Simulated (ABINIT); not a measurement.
# BaH2 (P6_3/mmc): G0W0 with ABINIT, start to end, part 3 of 3

Wanted: ground state, empty states, screening and self-energy for BaH2 (P6_3/mmc).

ABINIT 10.8.3; PBEsol and many-body steps on it, plane waves. Known limits of the many-body steps: not at the basis limit; no spin-orbit coupling; coarse k mesh.

So far. Step 3 (Bands along the symmetry lines): The gap is 1.473 eV, as in the run before at this level. Step 4 (Empty states on the mesh, 3×3×2 mesh, 313 bands): On this mesh the gap is 1.473 eV.

## (5) Screening, 3×3×2 mesh, 285 bands, screening to 163.3 eV

The RPA dielectric matrix is built and inverted for each q.

This step: RPA screening on PBEsol, plane waves, norm-conserving pseudopotentials.

run.abi reads:

```
acell 3*1.0 Angstrom
rprim 
  4.462025052349 0.000000000014 0.000000000000
  -2.231012526186 3.864227047650 0.000000000000
  0.000000000000 0.000000000000 6.055292590000
ntypat 2
znucl 56 1
natom 6
typat 1 1 2 2 2 2
xred 
  0.666666666667 0.333333333333 0.750000000000
  0.333333333333 0.666666666667 0.250000000000
  0.333333333333 0.666666666667 0.750000000000
  0.666666666667 0.333333333333 0.250000000000
  -0.000000000000 -0.000000000000 0.500000000000
  -0.000000000000 -0.000000000000 0.000000000000
pp_dirpath "pseudos"
pseudos "Ba.upf, H.upf"
ecut 32
ngkpt 3 3 2
nshiftk 1
shiftk 0 0 0
kptopt 1
chksymbreak 0
istwfk *1
occopt 1
irdwfk 1
optdriver 3
nband 285
ecuteps 6
inclvkb 2
awtr 1
symchi 1
indata_prefix "in"
outdata_prefix "out"
tmpdata_prefix "tmp"
```

The run is started by

```sh
$ OMP_NUM_THREADS=1 mpirun -n 8 abinit run.abi > log
```

Numbers of over 12 decimals in the logs are rounded to 6 here.

What it wrote:

```text
.Version 10.8.3 of ABINIT. v10.8.2 released Aug 2026.

 Symmetries : space group P6_3/m m c (#194); Bravais hP (primitive hexag.)
[... echo of the input left out ...]
== DATASET  1 ==================================================================
-   mpi_nproc: 8, omp_nthreads: 1 (-1 if OMP is not activated)

--- !DatasetInfo
iteration_state: {dtset: 1, }
dimensions: {natom: 6, nkpt: 6, mband: 285, nsppol: 1, nspinor: 1, nspden: 1, mpw: 6126, }
cutoff_energies: {ecut:  32.0, pawecutdg:  -1.0, }
electrons: {nelect:   2.40000000E+01, charge:   0.00000000E+00, occopt:   1.00000000E+00, tsmear:   1.00000000E-02, }

 SCREENING: Calculation of the susceptibility and dielectric matrices

 Based on a program developped by R.W. Godby, V. Olevano, G. Onida, and L. Reining.
 Incorporated in ABINIT by V. Olevano, G.-M. Rignanese, and M. Torrent.
.Using double precision arithmetic ; gwpc =  8

[... cell and pseudopotentials left out ...]
--------------------------------------------------------------------------------

 ==== K-mesh for the wavefunctions ====
 Number of points in the irreducible wedge :     6
[... list of points left out ...]
 Together with 24 symmetry operations and time-reversal symmetry
 yields    18 points in the full Brillouin Zone.

 ==== Q-mesh for the screening function ====
 Number of points in the irreducible wedge :     6
[... list of points left out ...]
 Together with 24 symmetry operations and time-reversal symmetry
 yields    18 points in the full Brillouin Zone.

 setmesh: FFT mesh size selected  =    36x   36x   48
          total number of points  =        62208

 vcoul_init : cutoff-mode = AUXILIARY_FUNCTION
 q-points for optical limit:   1
     1)      0.000010    0.000020    0.000030

- screening: taking advantage of time-reversal symmetry
- Maximum band index for partially occupied states nbvw = 12
- Remaining bands to be divided among processors   nbcw = 273
- Number of bands treated by each node ~34

 Number of electrons calculated from density =   24.0000; Expected =   24.0000
 average of density, n =  0.034063
 r_s =    1.9137
 omega_plasma =   17.8032 [eV]

 calculating chi0 at frequencies [eV] :
  1    0.000000E+00    0.000000E+00
  2    0.000000E+00    1.780320E+01

--------------------------------------------------------------------------------
  q-point number  1        q = ( 0.000000, 0.000000, 0.000000) [r.l.u.]
--------------------------------------------------------------------------------
[... chi0 elements left out ...]
 For q-point:  0.000010 0.000020 0.000030
  dielectric constant =   5.8421
  dielectric constant without local fields =   6.5045

  Average fulfillment of the sum rule on Im[epsilon] for q-point    1 :     98.45  [%]
[... wings left out ...]
  q-point number  2        q = ( 0.333333, 0.000000, 0.000000) [r.l.u.]
--------------------------------------------------------------------------------
[... chi0 elements left out ...]
  Average fulfillment of the sum rule on Im[epsilon] for q-point    2 :    101.34  [%]

 [... 4 further q-points ...]
```

It took 96 s on 8 MPI ranks of Arm Neoverse N1, shared host; peak memory 3.3 GiB; 13 min of CPU time.

This step gave:

| Property | Result |
| --- | --- |
| ε∞ with local fields, on this mesh, along the program's q direction | 5.842 |
| the same without local fields | 6.505 |
| plasma frequency | 17.80 eV |
| plane waves in the screening matrix | 493 |

Local fields lower ε∞ by 10 %. On a Γ-centred mesh this coarse the value itself is usually too large, while a short band sum pulls it down.

## (6) Self-energy, 3×3×2 mesh, 285 bands, screening to 163.3 eV

The self-energy is evaluated for the states that the input lists, and the levels follow from it, in one-shot runs by the linearised quasiparticle equation.

This step: G0W0 on PBEsol, plane waves, norm-conserving pseudopotentials.

run.abi, as its differences from that of step 5:

```diff
@@ -27,8 +27,17 @@
 irdwfk 1
-optdriver 3
+optdriver 4
 nband 285
+gwcalctyp 0
+ecutsigx 32
+symsigma 1
+nkptgw 2
+kptgw 
+  0.0000000000 0.0000000000 0.0000000000
+  0.3333333333 0.3333333333 0.5000000000
+bdgw 
+  11 14
+  11 14
 ecuteps 6
-inclvkb 2
-awtr 1
-symchi 1
+irdscr 1
+ppmodel 1
 indata_prefix "in"
```

What it wrote:

```text
.Version 10.8.3 of ABINIT. v10.8.2 released Aug 2026.

 Symmetries : space group P6_3/m m c (#194); Bravais hP (primitive hexag.)
[... echo of the input left out ...]
== DATASET  1 ==================================================================
-   mpi_nproc: 8, omp_nthreads: 1 (-1 if OMP is not activated)

--- !DatasetInfo
iteration_state: {dtset: 1, }
dimensions: {natom: 6, nkpt: 6, mband: 285, nsppol: 1, nspinor: 1, nspden: 1, mpw: 6126, }
cutoff_energies: {ecut:  32.0, pawecutdg:  -1.0, }
electrons: {nelect:   2.40000000E+01, charge:   0.00000000E+00, occopt:   1.00000000E+00, tsmear:   1.00000000E-02, }

 SIGMA: Calculation of the GW corrections

 Based on a program developped by R.W. Godby, V. Olevano, G. Onida, and L. Reining.
 Incorporated in ABINIT by V. Olevano, G.-M. Rignanese, and M. Torrent.
.Using double precision arithmetic ; gwpc =  8

[... cell and pseudopotentials left out ...]
--------------------------------------------------------------------------------

 ==== K-mesh for the wavefunctions ====
 Number of points in the irreducible wedge :     6
[... list of points left out ...]
 Together with 24 symmetry operations and time-reversal symmetry
 yields    18 points in the full Brillouin Zone.

 ==== Q-mesh for screening function ====
 Number of points in the irreducible wedge :     6
[... list of points left out ...]
 Together with 24 symmetry operations and time-reversal symmetry
 yields    18 points in the full Brillouin Zone.

 vcoul_init : cutoff-mode = AUXILIARY_FUNCTION
 q-points for optical limit:   1
     1)      0.000010    0.000020    0.000030
 setmesh: FFT mesh size selected  =    40x   40x   60
          total number of points  =        96000

 Number of electrons calculated from density =   24.0000; Expected =   24.0000
 average of density, n =  0.034063
 r_s =    1.9137
 omega_plasma =   17.8032 [eV]

 === KS Band Gaps ===
  >>>> For spin  1
   Minimum direct gap =   2.7256 [eV], located at k-point      :   0.0000  0.0000  0.0000
   Fundamental gap    =   1.4734 [eV], Top of valence bands at :   0.0000  0.0000  0.0000
                                       Bottom of conduction at :   0.3333  0.3333  0.5000
 SIGMA fundamental parameters:
 PLASMON POLE MODEL  1
 number of plane-waves for SigmaX                 6089
 number of plane-waves for SigmaC and W            493
 number of plane-waves for wavefunctions          6089
 number of bands                                   285
 number of independent spin polarizations            1
 number of spinorial components                      1
 number of k-points in IBZ                           6
 number of q-points in IBZ                           6
 number of symmetry operations                      24
 number of k-points in BZ                           18
 number of q-points in BZ                           18
 number of frequencies for dSigma/dE                 9
 frequency step for dSigma/dE [eV]                0.25
 number of omega for Sigma on real axis              0
 max omega for Sigma on real axis  [eV]           0.00
 zcut for avoiding poles [eV]                     0.10

 EPSILON^-1 parameters (SCR file):
 dimension of the eps^-1 matrix on file            493
 dimension of the eps^-1 matrix used               493
 number of plane-waves for wavefunctions          6089
 number of bands                                   285
 number of q-points in IBZ                           6
 number of frequencies                               2
 number of real frequencies                          1
 number of imag frequencies                          1

 matrix elements of self-energy operator (all in [eV])

 Perturbative Calculation

--- !SelfEnergy_ee
iteration_state: {dtset: 1, }
kpoint     : [   0.000,    0.000,    0.000, ]
spin       : 1
KS_gap     :    2.726
QP_gap     :    4.342
Delta_QP_KS:    1.617
data: !SigmaeeData |
     Band     E0 <VxcDFT>   SigX SigC(E0)      Z dSigC/dE  Sig(E)    E-E0       E
       11   3.623 -10.601 -13.543   1.602   0.771  -0.297 -11.634  -1.033   2.590
       12   4.131 -10.778 -13.538   1.421   0.774  -0.292 -11.814  -1.036   3.095
       13   6.857  -9.229  -4.726  -3.787   0.812  -0.231  -8.648   0.581   7.437
       14   6.857  -9.229  -4.726  -3.787   0.812  -0.231  -8.648   0.581   7.437

--- !SelfEnergy_ee
iteration_state: {dtset: 1, }
kpoint     : [   0.333,    0.333,    0.500, ]
spin       : 1
KS_gap     :    3.017
QP_gap     :    4.665
Delta_QP_KS:    1.648
data: !SigmaeeData |
     Band     E0 <VxcDFT>   SigX SigC(E0)      Z dSigC/dE  Sig(E)    E-E0       E
       11   2.587 -11.072 -14.405   1.896   0.773  -0.293 -12.184  -1.112   1.475
       12   2.587 -11.072 -14.405   1.896   0.773  -0.293 -12.184  -1.112   1.475
       13   5.605  -8.695  -4.279  -3.756   0.813  -0.230  -8.159   0.536   6.140
       14   5.605  -8.695  -4.279  -3.756   0.813  -0.230  -8.159   0.536   6.140

== END DATASET(S) ==============================================================
================================================================================

 -outvars: echo values of variables after computation  --------
           etotal      0.0000000000E+00
            nband         285
             nkpt           6
          spgroup         194
 [... the other variables as echoed above ...]

 Calculation completed.
```

Run time: 46 s. Hardware: 8 MPI ranks; peak memory 3.3 GiB; 6.2 min of CPU time.

Numbers from this step:

```yaml
g0w0_gap_on_the_points_computed: 3.045 eV
starting_gap_on_the_mesh: 1.473 eV
k_of_the_valence_top: 0, 0, 0
k_of_the_conduction_bottom: 0.3333, 0.3333, 0.5
z_at_the_valence_top: 0.774
z_at_the_conduction_bottom: 0.813
least_direct_g0w0_gap_on_the_computed_points: 4.342 eV
```

The gap on the mesh goes from 1.47 eV to 3.04 eV, a correction of +1.57 eV.

Limits: finite bands, cutoff and mesh; no spin-orbit coupling; coarse k mesh. v1 is the top filled band, c1 the lowest empty one. The levels before and after the correction (eV, zero at the valence-band top of each column):

```csv
,conduction bottom,valence top
Kohn-Sham,1.47,0.00
G0W0,3.04,0.00
```

```csv
,level,energy (eV)
Kohn-Sham,Γ v2,-0.508
Kohn-Sham,Γ v1,0.000
Kohn-Sham,Γ c1-c2,2.725
Kohn-Sham,(0.333 0.333 0.5) v2-v1,-1.544
Kohn-Sham,(0.333 0.333 0.5) c1-c2,1.473
G0W0,Γ v2,-0.505
G0W0,Γ v1,0.000
G0W0,Γ c1-c2,4.342
G0W0,(0.333 0.333 0.5) v2-v1,-1.620
G0W0,(0.333 0.333 0.5) c1-c2,3.045
```

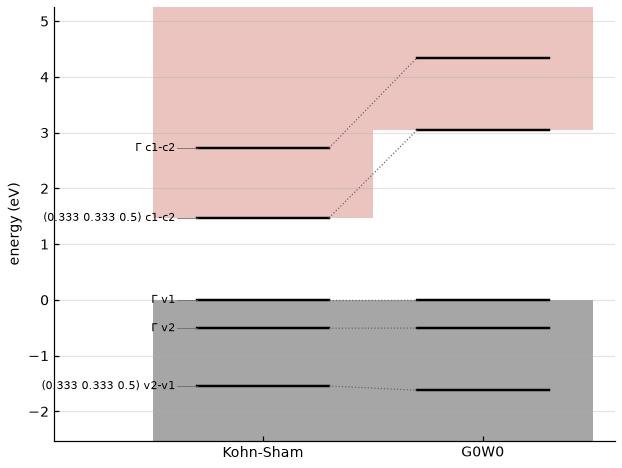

Levels before and after the correction. Shaded: valence and conduction bands.

## (7) Where the time went

Times are wall times on 8 MPI ranks of Arm Neoverse N1, shared host, good to a factor of about two.

```csv
step,time,share,memory (GiB)
ground state,26 s,7 %,0.69
bands along the symmetry lines,38 s,10 %,0.65
empty states on the mesh,3.1 min,47 %,0.87
screening,96 s,25 %,3.3
self-energy,46 s,12 %,3.3
```

## (8) Results

| Property | Result |
| --- | --- |
| PBEsol gap | 1.47 eV, indirect |
| G0W0 gap on the mesh | 3.04 eV |
| GW settings | 3×3×2 mesh, 285 bands, screening to 163.3 eV, Godby-Needs plasmon pole |
| known limits | not at the basis limit; no spin-orbit coupling; coarse k mesh |

What this shows: G0W0 moves the gap on the mesh from 1.47 eV to 3.04 eV (+1.57 eV), with Z of 0.77 and 0.81 at the edges. Local fields lower the RPA ε∞ on this mesh from 6.50 to 5.84; a Γ-centred mesh this coarse tends to raise both, most where the direct gap is narrow, while a short band sum lowers them. Only 2 of the mesh's irreducible points were corrected, so a valley elsewhere could overtake. The dearest step here is «empty states on the mesh». Bands and cutoff are finite, so the gap is not at the basis limit. The miss can reach some tenths of an eV and take either sign; the mesh is an error of its own. In the G0W0 run levels were corrected at 2 k points alone, so a gap called «on the mesh» is the least over those, and an edge elsewhere would be missed. The 3×3×2 mesh is coarse for this cell, which bears on the long-range parts of exchange and screening. The many-body steps are scalar-relativistic: spin-orbit coupling is not in them.

[Paths, hosts, dates, memory and timing lines, banners, echoed tables and standing remarks are left out of the program output.]

[Logs are printed without paths, hosts, clocks, repeated set-up lines and the standing remarks that a program may print on its own settings, such as how far it seeks lower states.]

[Runs of the session that timed out or met a known fault of the program may be left out.]

[Hosts, paths, dates, database ids (printed as entryN), source tags and the programs' standing remarks are cut or masked in the printed files.]

[G0W0 gaps are taken among the corrected bands and points alone; a level outside them can change the order at an edge.]

[Where Ansatz stands beside ABINIT at settings called matched, ABINIT's density can come from a denser mesh and the files from another edition; pairs whose starting gaps differed by over 0.03 eV were left out, so agreement reads better than it is.]
